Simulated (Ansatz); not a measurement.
Consider KBr (Fm-3m).

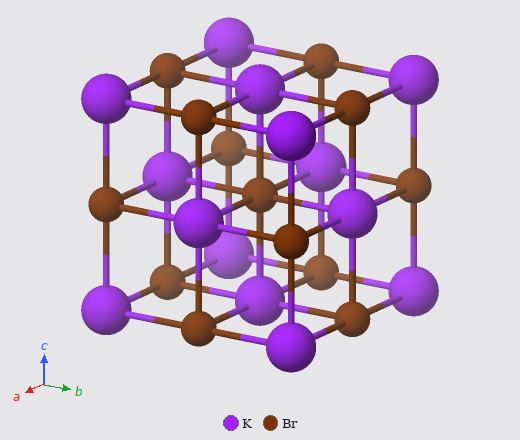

The structure (potassium purple, bromine brown). Some periodic images of atoms are drawn too.

```xyz
2
Lattice="0.0000 3.3000 3.3000 3.3000 0.0000 3.3000 3.3000 3.3000 0.0000" Properties=species:S:1:pos:R:3 pbc="T T T"
K     0.0000    0.0000    0.0000
Br    3.3000    3.3000    3.3000
```

The cell and positions come from the Crystallography Open Database and are kept as given unless a step says otherwise. PAW set soft_2, made with PBE.

Gaps computed with Ansatz 0.2.0 without a self-energy: LDA 4.03 eV, PBE 4.44 eV, PBE+SOC 4.27 eV, HSE06 5.60 eV, PBE0 6.32 eV and DDH-PBE0 7.41 eV.

Estimate the G0W0@PBE gap with 4×4×4 mesh, 461 empty bands, screening to 200 eV, default PAW files.

About 7.05 eV: on its mesh the run moves the gap from 4.44 eV by +2.61 eV. Among the scalar-relativistic levels given, DDH-PBE0 is nearest (+0.36 eV). Spin-orbit coupling is not in that value; its −0.16 eV at the PBE level would bring it to about 6.89 eV. Bands and cutoff are finite, so the gap is not at the basis limit. The miss can reach some tenths of an eV and take either sign; the mesh is an error of its own. The many-body steps are scalar-relativistic: spin-orbit coupling is not in them.

[Paths, hosts, dates, memory and timing lines, banners, echoed tables and standing remarks are left out of the program output.]

[Logs are printed without paths, hosts, clocks, repeated set-up lines and the standing remarks that a program may print on its own settings, such as how far it seeks lower states.]

[Runs of the session that timed out or met a known fault of the program may be left out.]

[Cells called generated may have been cut or substituted from an entry of the Crystallography Open Database or the Materials Project.]

[Hosts, paths, dates, database ids (printed as entryN), source tags and the programs' standing remarks are cut or masked in the printed files.]
